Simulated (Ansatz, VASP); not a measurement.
# CdS (Hawleyite) in two plane-wave programs

Aim: how closely do two programs agree when they are given the same cell, functional and k mesh?

Main program and level: Ansatz 0.2.0; plane waves, with VASP 6.6.1 beside it; relaxation of cell and atoms at PBE with D3(BJ).

### 1. The structure

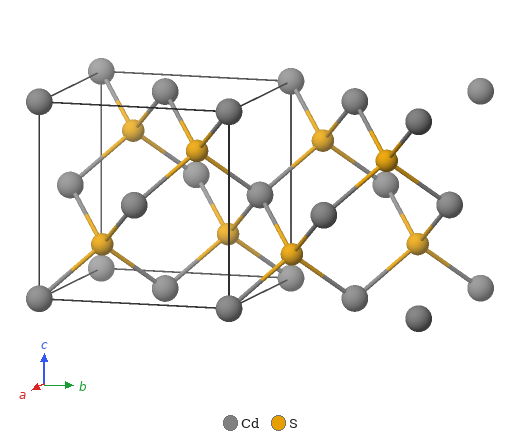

The cell as given, slightly off an axis (cadmium grey, sulfur orange). 1×2×1 cells are drawn. This picture shows the conventional cell, with its axes. Bonds to atoms that aren't drawn are left out. Some periodic images of atoms are drawn too.

### 2. Ansatz: relaxation of cell and atoms, PBE with D3(BJ)

Ansatz runs on its default PAW (the set named soft_2) files.

The relaxed volume is the usual yardstick between codes: its relative difference is about their pressure difference at one cell divided by the bulk modulus.

File input.yaml:

```yaml
crystal:
  lattice:
    - [0.0, 2.9165, 2.9165]
    - [2.9165, 0.0, 2.9165]
    - [2.9165, 2.9165, 0.0]
  atoms:
    - { symbol: Cd, position: [0.0, 0.0, 0.0] }
    - { symbol: S, position: [0.25, 0.25, 0.25] }
hamiltonian:
  xc: pbe
  pseudopotentials: { kind: paw }
  dispersion: d3bj
kpoints:
  mp_grid: { grid: [8, 8, 8] }
scf:
  occupations: { method: fermi_dirac, width: 0.05 }
relax:
  f_tol: 0.01
  max_steps: 60
  cell: { stress_tol: 0.05 }
output:
  forces: true
  stress: true
```

Started as:

```console
$ ansatz run input.yaml --threads 4 --pin off --max-ram 9216MiB --backend cpu --events-out ev --progress --plain --runs-dir out
```

Numbers of over 12 decimals in the logs are rounded to 6 here.

Log:

```text
Engine: ansatz 0.2.0, aarch64-unknown-linux-gnu
Pseudopotentials: kind: paw
Pseudopotential: Cd, paw, valence charge 20, recommended cutoff 420 eV (normal), Cd.paw.azcp
Pseudopotential: S, paw, valence charge 6, recommended cutoff 420 eV (normal), S.paw.azcp
Functional definition: PBE
  parameter kappa = 0.804
  parameter beta = 0.066725
  exchange = pbe_x(kappa = kappa, mu = beta*pi^2/3)
  correlation = pbe_c(beta = beta)
Crystal: 2 atoms, lattice volume = 49.615 Å³
Basis set: ecut = 420 eV, 941 PW (Γ), exchange–correlation on 60×60×60 points (8 copies of the dense FFT grid, shifted against one another)
Bands: 17, of which v1, the nominal top of the filled ones, is band 13 counted from 1 (12 counted from 0)
Symmetry: 24 space group operations
Space group: F-43m (ITA 216), of the structure as read, at distance tolerance 3.7e-5 Å
k-points: 29 of 512 (time reversal used)
Non-local potential: Cd, projectors of the file, l = 0: 3, l = 1: 2, l = 2: 2, l = 3: 1
Non-local potential: S, projectors of the file, l = 0: 2, l = 1: 2, l = 2: 2
PAW form: soft (Blöchl's): semilocal exchange-correlation on the pseudo side does not see the compensation charge
PAW one-centre angular grid: Cd, 590 points (default); XC on 64 Gauss nodes
PAW one-centre angular grid: S, 110 points (default); XC on 64 Gauss nodes
Initial density: superposition of atomic densities (neutral atoms: chi_scale 0, normalization atom), corrected by the library's trained network
Initial wavefunctions: pseudopotential atomic-orbital guess
Functional: x = pbe(κ = 0.804, μ = 0.219515), c = pbe(β = 0.066725)
SCF iter   1: F=—  HF=-9158.420537 eV  |F-HF|=—  |Δ(HF+E_count)|=         —  Δρ=5.91e-4  dr2=2.14e-4  ethr=1.77e-3  ⟨swp⟩=5.4  Hψ=2409  notcnv=0
preconditioner: auto → none  [insulator: Δε(μ)=1.140 eV  Ē_g=12.375 eV  σ=0.050 eV  W_gap=1.00  n_scr=14 (ndim 8)  ℏωp=22.4 eV  f_vac=0.128  D(μ)=0.00/eV (n_scr^D=0)  ε∞_Penn≈4.3]
SCF iter   2: F=—  HF=-9158.421206 eV  |F-HF|=—  |Δ(HF+E_count)|=   6.69e-4  Δρ=3.29e-4  dr2=3.10e-5  ethr=8.22e-7  ⟨swp⟩=2.5  Hψ=1120  notcnv=0
SCF iter   3: F=—  HF=-9158.421245 eV  |F-HF|=—  |Δ(HF+E_count)|=   3.94e-5  Δρ=1.16e-4  dr2=3.04e-6  ethr=1.19e-7  ⟨swp⟩=2.0  Hψ=725  notcnv=0
SCF iter   4: F=—  HF=-9158.421265 eV  |F-HF|=—  |Δ(HF+E_count)|=   1.95e-5  Δρ=3.25e-5  dr2=2.43e-7  ethr=1.17e-8  ⟨swp⟩=2.0  Hψ=754  notcnv=0
iter 5 did not close the SCF: its close was put off for the readings that it lacked (scf_convergence_deferred on its scf_iter line)
SCF iter   5: F=-9158.421267 eV  HF=-9158.421267 eV  |F-HF|=4.51e-8  |Δ(HF+E_count)|=   1.93e-6  Δρ=6.87e-6  dr2=3.36e-8  ethr=9.33e-10  ⟨swp⟩=2.0  Hψ=754  notcnv=0
SCF iter   6: F=-9158.421267 eV  HF=-9158.421267 eV  |F-HF|=2.56e-9  |Δ(HF+E_count)|=   5.95e-8  Δρ=2.92e-6  dr2=2.97e-9  ethr=1.29e-10  ⟨swp⟩=2.0  Hψ=1740  notcnv=0
SCF 1 converged in 6 iterations: F = -9158.421267 eV  dr2 = 2.97e-9
  greatest PAW one-centre occupation: 1.000 electrons in one spin orbital (limit 2), on the Cd atom at site 0 (counted from 0), in its partial waves of l = 0
relax step   1: F+E_penalty+E_count = -9158.42126676 eV  Δ(F+E_penalty+E_count) = +0.000e0 eV  max|allowed force component| = 1.573e-16 eV/Å  Δτ_max = 0.0000 Å  P = +0.613 GPa  Ω = 49.615 Å³  (6 SCF iters, dr2 threshold 1.00e-7 eV, accepted)
[...]
relax step   2: F+E_penalty+E_count = -9158.42211687 eV  Δ(F+E_penalty+E_count) = -8.501e-4 eV  max|allowed force component| = 7.633e-17 eV/Å  Δτ_max = 0.0000 Å  P = +0.022 GPa  Ω = 50.104 Å³  energy of the carried Pulay correction = -1.115e-4 eV  (4 SCF iters, dr2 threshold 2.00e-7 eV, accepted)
[...]
relax step   3: F+E_penalty+E_count = -9158.42223919 eV  Δ(F+E_penalty+E_count) = -1.223e-4 eV  max|allowed force component| = 6.823e-17 eV/Å  Δτ_max = 0.0000 Å  P = +0.021 GPa  Ω = 50.104 Å³  stress off target by 2.14e-2 GPa  SCF on the basis re-selected at this cell (its energy is not comparable with the rows above)  (6 SCF iters)
basis re-selected at this cell: Δ(F+E_penalty+E_count) = -1.223e-4 eV, ΔP = -0.001 GPa vs the last step (what re-selecting the basis moved, of the pressure what is left beyond the Pulay correction that the steps carried, after the strain that the cell walked since its last selection, with what the two solves' SCF thresholds leave and, on support functions, any second-order correction that the steps lacked; it is no m [...]
SCF converged after 6 iterations
Free energy (F): -9158.422239 eV
Harris-Foulkes:  -9158.422239 eV  (|F-HF|=3.64e-12)
Internal energy: -9158.422239 eV  (E = F + TS)
E sigma→0 (E₀):  -9158.422239 eV
Entropy (-TS):   -0.000000 eV (-0.000 meV/atom)
Fermi energy:    7.373784 eV
--- Per-component energies (eV) ---
  E_band       = -509.566722
  E_kinetic    = 611.769815
  E_local      = -4026.735291  (includes V_loc(G=0)·N_el)
  E_nonlocal   = 62.154037
  E_hartree    = 1848.806243
  E_xc         = -273.865015
  E_vxc        = -309.071907  (∫ρ·V_xc dr)
  E_paw        = -4683.788223  (= ΣΔE_a)
  E_vpaw       = -545.295916  (= ΣTr[D̂ρ^β])
  E_aug_tail   = 0.000016  (compensation charges beyond the density's cutoff)
  E_ewald      = -2696.157125
  E_disp       = -0.606697  (pairwise vdW)
  E_smearing   = -0.000000  (= −TS)
  E_closure    = 0.000000  (closes the sum)
  Σ components = -9158.422239   (vs F -9158.422239, Δ=0.00e0)
--- Forces (eV/Å), atoms counted from 1 ---
  atom   1  Cd     0.00000000    -0.00000000    -0.00000000
  atom   2  S     -0.00000000     0.00000000     0.00000000
  max |Σ_I F_I| component: 6.82e-17 eV/Å
--- Stress (GPa, compression-positive) ---
        0.021390       0.000000       0.000000
       -0.000000       0.021390       0.000000
        0.000000       0.000000       0.021390
  P = ⅓ Tr σ = 0.0214 GPa (0.214 kbar)
--- Relaxed structure (2 steps of the walk, 2 accepted, 1 SCFs on fresh bases) ---
  F+E_penalty+E_count = -9158.42223919 eV   max|allowed force component| = 6.823e-17 eV/Å   (the final SCF, on the basis selected at the relaxed cell)
  cell:  # Å, volume = 50.1041 Å³
    - [0, 2.926045, 2.926045]
    - [2.926045, 0, 2.926045]
    - [2.926045, 2.926045, 0]
  atoms:
    - { symbol: Cd, position: [0, 0, 0] }
    - { symbol: S, position: [0.25, 0.25, 0.25] }
```

Wall time 1.8 s (4 threads of Arm Neoverse V2, shared host); peak memory 0.34 GiB.

### 3. VASP: relaxation of cell and atoms, PBE with D3(BJ)

The same cell, functional, mesh and smearing now go to VASP, with its own data sets and cutoff.

Lines of VASP's logs that name or quote its potential files are left out, and so is its time.

File INCAR:

```
SYSTEM = CdS
PREC = Accurate
ENCUT = 520
EDIFF = 1E-06
NELM = 100
ISMEAR = -1
SIGMA = 0.05
LREAL = .FALSE.
ALGO = Normal
GGA = PE
IVDW = 12
NBANDS = 15
LORBIT = 11
LWAVE = .FALSE.
LCHARG = .FALSE.
KPAR = 2
IBRION = 2
NSW = 60
ISIF = 3
EDIFFG = -0.01
```

File POSCAR:

```
CdS
1.0
    0.0000000000      2.9165000000      2.9165000000
    2.9165000000      0.0000000000      2.9165000000
    2.9165000000      2.9165000000      0.0000000000
Cd S
1 1
Direct
    0.0000000000      0.0000000000      0.0000000000
    0.2500000000      0.2500000000      0.2500000000
```

File KPOINTS:

```
Automatic mesh
0
Gamma
8 8 8
0 0 0
```

Potentials, in the order of the species: Cd and S (PBE family, release 64).

Started as:

```console
$ mpirun -np 2 vasp_std
```

Log:

```text
[banner, memory and clock lines left out]
running    2 mpi-ranks, on    1 nodes
 distrk:  each k-point on    1 cores,    2 groups
 distr:  one band on    1 cores,    1 groups

 POSCAR found type information on POSCAR CdS
 POSCAR found :  2 types and       2 ions
 LDA part: xc-table for (Slater+PW92), standard interpolation
 POSCAR, INCAR and KPOINTS ok, starting setup
 FFT: planning ... GRIDC
 FFT: planning ... GRID_SOFT
 FFT: planning ... GRID
 WAVECAR not read
 entering main loop
       N       E                     dE             d eps       ncg     rms          rms(c)
DAV:   1     0.110268663821E+03    0.11027E+03   -0.91088E+03   886   0.109E+03
DAV:   2    -0.214149835152E+01   -0.11241E+03   -0.10671E+03  1031   0.269E+02
DAV:   3    -0.663655318215E+01   -0.44951E+01   -0.44839E+01  1094   0.555E+01
DAV:   4    -0.666506772077E+01   -0.28515E-01   -0.28512E-01  1038   0.442E+00
DAV:   5    -0.666546856634E+01   -0.40085E-03   -0.40084E-03  1101   0.500E-01    0.812E+00
DAV:   6    -0.613932862049E+01    0.52614E+00   -0.88446E-01  1262   0.123E+01    0.649E+00
DAV:   7    -0.612041176058E+01    0.18917E-01   -0.20841E-01   968   0.329E+00    0.318E+00
DAV:   8    -0.612071227722E+01   -0.30052E-03   -0.19352E-02  1010   0.188E+00    0.315E-01
DAV:   9    -0.612057202617E+01    0.14025E-03   -0.24082E-03  1080   0.766E-01    0.645E-02
DAV:  10    -0.612070017160E+01   -0.12815E-03   -0.27481E-04  1024   0.174E-01    0.686E-02
DAV:  11    -0.612077895302E+01   -0.78781E-04   -0.11796E-04   990   0.995E-02    0.175E-02
DAV:  12    -0.612077035058E+01    0.86024E-05   -0.32447E-05  1219   0.779E-02    0.990E-03
DAV:  13    -0.612077157710E+01   -0.12265E-05   -0.48265E-06   975   0.145E-02    0.121E-02
DAV:  14    -0.612077139330E+01    0.18380E-06   -0.22234E-07   652   0.295E-03
   1 F= -.67340768E+01 E0= -.67340767E+01  d E =-.673408E+01
 curvature:   0.00 expect dE= 0.000E+00 dE for cont linesearch  0.000E+00
 trial: gam= 0.00000 g(F)=  0.458E-47 g(S)=  0.669E-02 ort = 0.000E+00 (trialstep = 0.100E+01)
 search vector abs. value=  0.669E-02
 bond charge predicted
       N       E                     dE             d eps       ncg     rms          rms(c)
DAV:   1    -0.621757814324E+01   -0.96807E-01   -0.15417E+00   898   0.156E+01    0.225E+00
DAV:   2    -0.614653636941E+01    0.71042E-01   -0.15517E-01   968   0.591E+00    0.816E-01
DAV:   3    -0.613879340569E+01    0.77430E-02   -0.17817E-02  1122   0.153E+00    0.691E-01
DAV:   4    -0.613793760099E+01    0.85580E-03   -0.11702E-03   926   0.312E-01    0.156E-01
DAV:   5    -0.613786571849E+01    0.71883E-04   -0.18377E-04  1101   0.207E-01    0.301E-02
DAV:   6    -0.613786637589E+01   -0.65740E-06   -0.33142E-05   919   0.744E-02    0.224E-02
DAV:   7    -0.613786766667E+01   -0.12908E-05   -0.29678E-06   960   0.133E-02    0.525E-03
DAV:   8    -0.613786764468E+01    0.21995E-07   -0.63815E-07   512   0.118E-02
   2 F= -.67361674E+01 E0= -.67361674E+01  d E =-.209066E-02
 trial-energy change:   -0.002091  1 .order   -0.002152   -0.006686    0.002381
 step:   0.7293(harm=  0.7374)  dis= 0.00000  next Energy=    -6.736491 (dE=-0.241E-02)
 bond charge predicted
       N       E                     dE             d eps       ncg     rms          rms(c)
DAV:   1    -0.614006757941E+01   -0.21999E-02   -0.11232E-01   905   0.416E+00    0.581E-01
DAV:   2    -0.613474520973E+01    0.53224E-02   -0.11810E-02   954   0.165E+00    0.207E-01
DAV:   3    -0.613420733848E+01    0.53787E-03   -0.13358E-03  1115   0.407E-01    0.172E-01
DAV:   4    -0.613416890796E+01    0.38431E-04   -0.83416E-05   933   0.905E-02    0.400E-02
DAV:   5    -0.613416882941E+01    0.78548E-07   -0.11748E-05  1101   0.532E-02    0.111E-02
DAV:   6    -0.613416982993E+01   -0.10005E-05   -0.24112E-06   882   0.189E-02    0.536E-03
DAV:   7    -0.613416980132E+01    0.28612E-07   -0.22357E-07   512   0.350E-03
   3 F= -.67364888E+01 E0= -.67364887E+01  d E =-.241202E-02
 curvature:  -0.37 expect dE=-0.720E-06 dE for cont linesearch -0.720E-06
 trial: gam=-0.01681 g(F)=  0.126E-45 g(S)=  0.196E-05 ort = 0.114E-03 (trialstep = 0.946E+00)
 search vector abs. value=  0.672E-09
 reached required accuracy - stopping structural energy minimisation
```

From OUTCAR (step 3):

```text
ion  position               nearest neighbor table
   1  0.000  0.000  0.000-   2 2.53   2 2.53   2 2.53   2 2.53
   2  0.250  0.250  0.250-   1 2.53   1 2.53   1 2.53   1 2.53

  LATTYP: Found a face centered cubic cell.
 ALAT       =     5.8330000000

 Subroutine GETGRP returns: Found 24 space group operations
 (whereof 24 operations were pure point group operations)

The static configuration has the point symmetry T_d .

 Found     29 irreducible k-points:

   k-points           NKPTS =     29   k-points in BZ     NKDIM =     29   number of bands    NBANDS=     15

   dimension x,y,z NGX =    32 NGY =   32 NGZ =   32
   dimension x,y,z NGXF=    64 NGYF=   64 NGZF=   64

   ENCUT  =  520.0 eV  38.22 Ry    6.18 a.u.   7.67  7.67  7.67*2*pi/ulx,y,z

   NELECT =      18.0000    total number of electrons

 k-points in reciprocal lattice and weights: Automatic mesh
   0.00000000  0.00000000  0.00000000       0.002
   0.12500000  0.00000000  0.00000000       0.016
   0.25000000  0.00000000  0.00000000       0.016
   0.37500000  0.00000000  0.00000000       0.016
   0.50000000  0.00000000  0.00000000       0.008
   0.12500000  0.12500000  0.00000000       0.012
   0.25000000  0.12500000  0.00000000       0.047
   0.37500000  0.12500000  0.00000000       0.047
   0.50000000  0.12500000  0.00000000       0.047
[...]
-0.37500000  0.50000000  0.12500000       0.023
  -0.25000000  0.50000000  0.25000000       0.012

 Edisp (eV)   -0.59830

 average (electrostatic) potential at core
       1 -39.3914       2 -89.2708

 E-fermi :   1.7755

 k-point     1 :       0.0000    0.0000    0.0000
  band No.  band energies     occupation
    ...
      5      -6.0350      2.00000
      6      -6.0350      2.00000
      7       1.1786      1.99999
      8       1.1786      1.99999
      9       1.1786      1.99999
     10       2.2928      0.00006
     11       7.7279      0.00000
     12       7.7279      0.00000
     13       7.7279      0.00000
     14      12.5300      0.00000
    ...

 k-point     2 :       0.1250    0.0000    0.0000
  band No.  band energies     occupation
    ...
      5      -6.0360      2.00000
      6      -6.0360      2.00000
      7       0.1640      2.00000
      8       1.0604      2.00000
      9       1.0604      2.00000
     10       3.1303      0.00000
     11       7.4662      0.00000
     12       7.9230      0.00000
     13       7.9230      0.00000
     14      12.0433      0.00000
    ...

 k-point     3 :       0.2500    0.0000    0.0000
  band No.  band energies     occupation
    ...
      5      -6.0308      2.00000
      6      -6.0308      2.00000
      7      -1.2784      2.00000
      8       0.7940      2.00000
      9       0.7940      2.00000
     10       3.9283      0.00000
     11       7.4624      0.00000
     12       8.2235      0.00000
     13       8.2235      0.00000
     14      11.8090      0.00000
    ...

 Edisp (eV)   -0.60232

  Total       0.00520     0.00520     0.00520    -0.00000     0.00000     0.00000
  in kB       0.16519     0.16519     0.16519    -0.00000     0.00000     0.00000
  external pressure =        0.17 kB  Pullay stress =        0.00 kB

  energy-cutoff  :      520.00
  volume of cell :       50.42
      direct lattice vectors                 reciprocal lattice vectors
     0.000000000  2.932095580  2.932095580    -0.170526501  0.170526501  0.170526501
     2.932095580 -0.000000000  2.932095580     0.170526501 -0.170526501  0.170526501
     2.932095580  2.932095580  0.000000000     0.170526501  0.170526501 -0.170526501

 POSITION                                       TOTAL-FORCE (eV/Angst)
 -----------------------------------------------------------------------------------
      0.00000      0.00000      0.00000         0.000000      0.000000      0.000000
      1.46605      1.46605      1.46605        -0.000000     -0.000000     -0.000000
 -----------------------------------------------------------------------------------
    total drift:                               -0.000000     -0.000000     -0.000000

  FREE ENERGIE OF THE ION-ELECTRON SYSTEM (eV)
  ---------------------------------------------------
  free  energy   TOTEN  =        -6.7364888107 eV

  energy  without entropy=       -6.7364886520  energy(sigma->0) =       -6.73648873

 reached required accuracy - stopping structural energy minimisation

 total charge
# of ion       s       p       d       tot
------------------------------------------
    1        0.424   0.318   9.564  10.305
    2        1.324   2.397   0.000   3.720
--------------------------------------------------
tot          1.747   2.714   9.564  14.026

[... 3 further parts left out ...]
```

### 4. Comparison

Known differences besides the PAW data sets themselves: both relaxations stop at a tolerance, which leaves soft axes loose, and VASP keeps its plane-wave basis; the data sets hold 26 valence electrons in Ansatz (default PAW (the set named soft_2) files) and 18 in VASP; the cutoff is 420 eV in Ansatz and 520 eV in VASP; VASP leaves aspherical gradient terms in its spheres out (LASPH is not set), Ansatz keeps them; Ansatz adds a Pulay correction to the stress that steers its cell, VASP none. Total energies have different zeros and are not compared.

The two programs side by side:

```csv
quantity,Ansatz,VASP,difference
volume (Å³),50.10,50.42,-0.62 %
"edge a after relaxation, in the typed setting (Å)",4.138,4.147,-0.20 %
```

The walks stopped with 0.02 GPa left in Ansatz and 0.02 GPa in VASP; each walk ends within a tolerance, so the volume difference is uncertain by about these residues over the bulk modulus, most in soft cells.

### 5. Summary of results

```yaml
difference_in_volume_relaxation_of_cell_and_atoms_pbe_with_d3_bj: -0.62 %
```

**Reading.** The difference in volume is -0.62 % (relaxation of cell and atoms, PBE with D3(BJ)), within the 1.2 % picked in this series as the mark of a large difference, as far as the stopping tolerances let one tell. Differences of this kind measure data sets and numerical settings, not the functional's error against experiment.

[Lines on the potential files, build, host, timing and source positions are cut from VASP's logs without a mark.]

[Logs are printed without paths, hosts, clocks, repeated set-up lines and the standing remarks that a program may print on its own settings, such as how far it seeks lower states.]

[Hosts, paths, dates, database ids (printed as entryN), source tags and the programs' standing remarks are cut or masked in the printed files.]
